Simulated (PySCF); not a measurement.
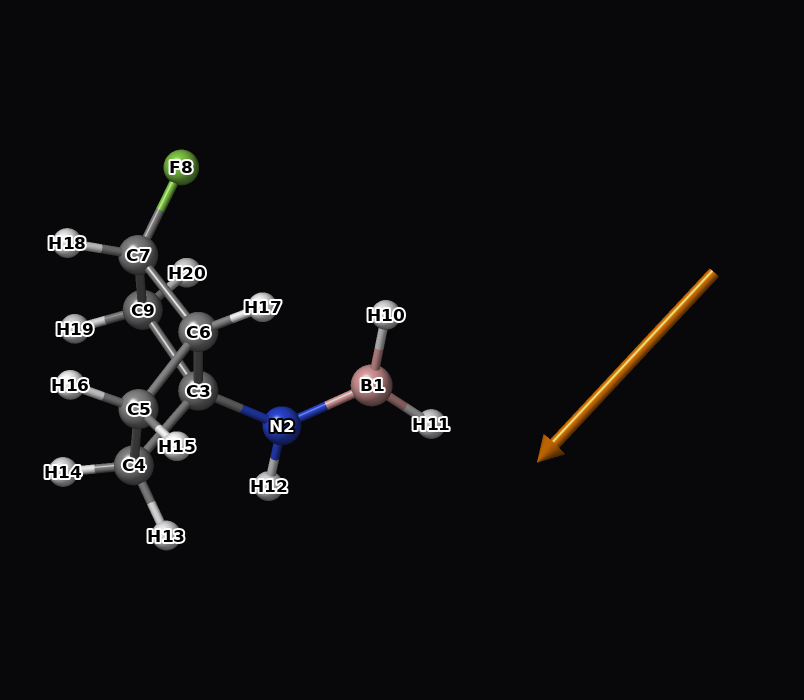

The arrow beside the molecule shows the direction of the dipole moment, from the negative to the positive end (its length means nothing). The computed structure is the end point of a GFN2-xTB optimisation. No frequency run is at hand to confirm it as a minimum. Method: PBE0/pcSseg-1, gas phase (PySCF 2.14.0).

Estimate the dipole moment.

3.33 D; it points from the side of H10 to the side of H14 (the outermost atoms at the two ends).

The geometry is semi-empirical. Around B such bond lengths and angles can be off by a tenth of an ångström or more and by several degrees, and values that hang on the shape move with them.
